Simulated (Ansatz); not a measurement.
```xyz
3

Cu   -1.1292   -0.9873    0.6711
Cu    1.3968    0.7746   -0.3867
O    -0.2675    0.2127   -0.2845
```

Geometry: r2SCAN-D4/def2-TZVP.

Computed with UKS PBE0-D4/def2-TZVP in Ansatz.

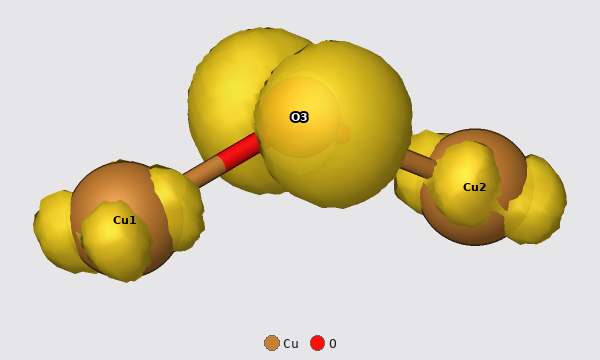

Cu₂O (charge +1, doublet). Isosurface of the spin density (α minus β) at +0.08 e/Å³ (yellow), seen at a tilt.

### Which atoms carry the spin?

The unpaired spin (1 electron) lies mostly on O3 (about 0.7), Cu1 (about 0.2) and Cu2 (about 0.2), in electrons by Hirshfeld's partition.
